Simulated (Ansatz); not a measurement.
AlSiH$_{7}$: several calculations on one system

**1. Relaxation**

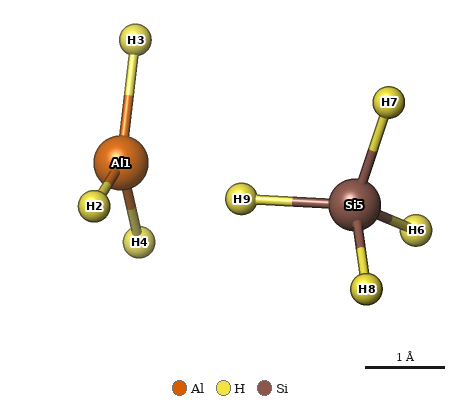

This is the input geometry for a relaxation of AlSiH7. A ball-and-stick model, seen at a tilt.

The run prepares an end point of a later path (reaction) calculation, from a guessed geometry.

These are results of RKS PBE0-D4/6-31G* (Ansatz 0.2.0), not measurements.

Input
```yaml
crystal:
  periodic: [false, false, false]
  atoms:
    - { symbol: Al, position_ang: [-0.023457, 0.458874, -0.011177] }
    - { symbol: H, position_ang: [0.020466, 0.499591, 1.555471] }
    - { symbol: H, position_ang: [1.342253, 0.415742, -0.83231] }
    - { symbol: H, position_ang: [-1.426757, 0.390722, -0.762699] }
    - { symbol: Si, position_ang: [0.127386, -2.826409, 1.221507] }
    - { symbol: H, position_ang: [-0.654018, -3.390288, 0.090526] }
    - { symbol: H, position_ang: [1.541571, -3.272117, 1.13931] }
    - { symbol: H, position_ang: [-0.475571, -3.226536, 2.518524] }
    - { symbol: H, position_ang: [0.090028, -1.343278, 1.172749] }
basis:
  gaussian: { orbitals: "6-31G*" }
hamiltonian:
  xc: pbe0
  dispersion: d4
relax:
  f_tol: 0.03
  max_steps: 50
```

Run as
```bash
ansatz run input.yaml --threads 1 --pin off --max-ram 2048MiB --backend cpu --events-out ev --progress --plain --runs-dir out
```

Q: Where does the relaxation end?

A: The largest move after the best rigid fit is that of H3, 1.01 Å. Largest moves by element: H 1.01 Å, Al 0.29 Å, Si 0.16 Å. Among the contacts that change: Al1–Si5 3.512 → 3.087 Å, Al1–H9 2.159 → 1.994 Å, Si5–H9 1.484 → 1.517 Å, Al1–H2 1.568 → 1.595 Å. Among the angles between lasting bonds that change: H8–Si5–H9 106.7° → 103.6°, H6–Si5–H7 110.2° → 112.9°. The energy falls by 0.296 eV in 17 geometry steps. Largest force component: 0.69 eV/Å at the start, 0.026 eV/Å at the end. The forces were under the threshold at step 9, but the run went on from there.

Final geometry:

```xyz
9

Al   -0.0124    0.2211    0.1460
H     0.4137    1.1883    1.3408
H     1.1235   -0.5551   -0.6732
H    -1.5044    0.2191   -0.4186
Si    0.1279   -2.7074    1.1125
H    -0.3486   -3.0681   -0.2423
H     1.6002   -2.7943    1.2482
H    -0.5594   -3.5129    2.1562
H    -0.2985   -1.2845    1.4223
```

The end point in the same view:

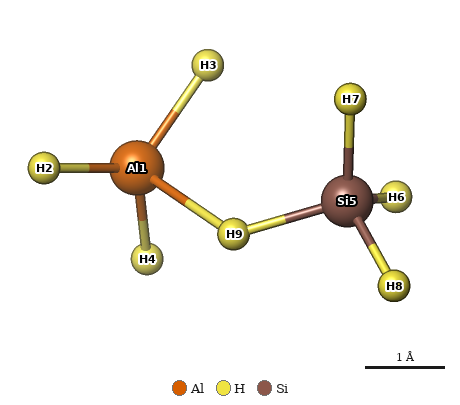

**2. Relaxation**

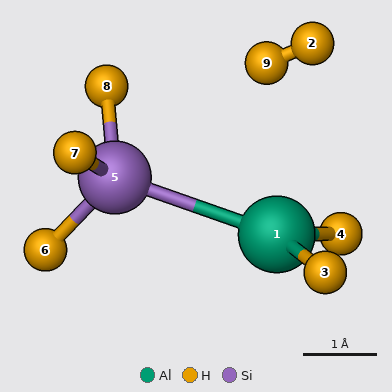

AlSiH7, before the relaxation. Style: ball-and-stick. Shown at a tilt.

The run prepares an end point of a later path (reaction) calculation, from a guessed geometry.

Level of theory: RKS PBE0-D4/6-31G* in Ansatz 0.2.0.

Input file:
```yaml
crystal:
  periodic: [false, false, false]
  atoms:
    - { symbol: Al, position_ang: [-0.069925, -0.506892, -0.318607] }
    - { symbol: H, position_ang: [0.359047, 0.274061, 2.29262] }
    - { symbol: H, position_ang: [1.244024, 0.270751, -0.786981] }
    - { symbol: H, position_ang: [-1.488981, 0.205197, -0.4971] }
    - { symbol: Si, position_ang: [0.050932, -2.647274, 0.650464] }
    - { symbol: H, position_ang: [-0.356434, -3.738893, -0.296571] }
    - { symbol: H, position_ang: [1.422474, -3.000314, 1.147103] }
    - { symbol: H, position_ang: [-0.866465, -2.755867, 1.834667] }
    - { symbol: H, position_ang: [0.247226, -0.394468, 2.066304] }
basis:
  gaussian: { orbitals: "6-31G*" }
hamiltonian:
  xc: pbe0
  dispersion: d4
relax:
  f_tol: 0.03
  max_steps: 50
output:
  orbitals: {}
```

Run as
```bash
ansatz run input.yaml --threads 1 --pin off --max-ram 2048MiB --backend cpu --events-out ev --progress --plain --runs-dir out
```

Q: Where does the relaxation end?

A: After 6 accepted moves (8 points after the start) the energy has fallen by 3.80 kcal/mol. Largest force component: 1.4 eV/Å at the start, 0.02 eV/Å at the end. The line search rejected the trial steps at points 5, 7 of the run. The largest move after the best rigid fit is that of H2, 0.65 Å. Largest moves by element: H 0.65 Å, Al 0.25 Å, Si 0.19 Å. Some distances before and after: Al1–H2 2.759 → 2.235 Å, Al1–H9 2.409 → 2.202 Å, Al1–Si5 2.353 → 2.455 Å, H2–H9 0.715 → 0.754 Å. Among the angles between lasting bonds that change: Al1–Si5–H6 112.8° → 109.8°.

The structure at the end:

```xyz
9

Al   -0.0310   -0.4955   -0.0723
H     0.2852    0.6921    1.7947
H     1.2892    0.2450   -0.5717
H    -1.4396    0.2350   -0.2256
Si    0.0519   -2.8356    0.6656
H    -0.3659   -3.7357   -0.4535
H     1.4155   -3.2766    1.0878
H    -0.8753   -3.1136    1.8052
H     0.2119   -0.0087    2.0618
```

The end point in the same view:

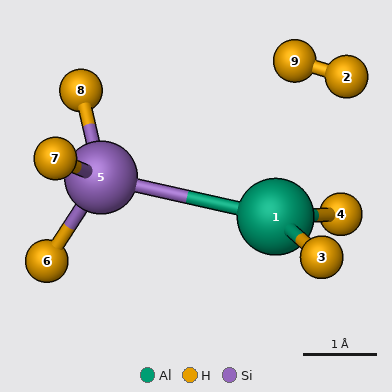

Limits of the set-up: the start holds two separate molecules, 2.4 Å apart at their closest, whose relative position is a soft coordinate.

**3. Path**

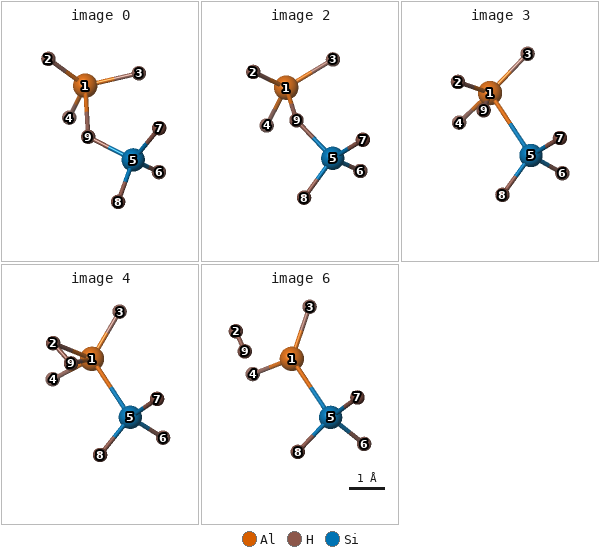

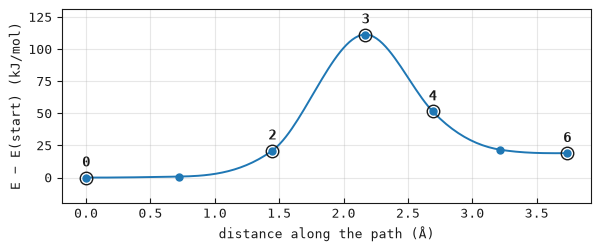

NEB run on AlSiH7. Images are numbered from 0 (start) to 6 (end). A ball-and-stick model, seen from a free direction.

Computed with RKS PBE0-D4/6-31G* in Ansatz 0.2.0. Set-up: 5 movable images; climbing image; force threshold 0.05 eV/Å; iteration limit 60; starting path through a guess of the saddle point.

Question: What happens along the path, and what is the barrier?

Answer: The energy climbs by 111.4 kJ/mol to image 3 and then falls by 92.4 kJ/mol, so the end point sits at +19.0 kJ/mol. Breaking: Al1–H2 (1.60 → 1.71 at the top → 2.24 Å), Si5–H9 (1.52 → 1.90 at the top → 3.16 Å). Forming: Al1–Si5 (3.09 → 2.63 at the top → 2.46 Å), H2–H9 (2.57 → 1.13 at the top → 0.75 Å). The band is converged. At the top, the vibrational analysis gives one imaginary mode (1203i cm⁻¹), as a transition state must have.

The run took 3.3 min on 1 thread of Arm Neoverse V1 (shared host), peak memory 0.1 GiB.
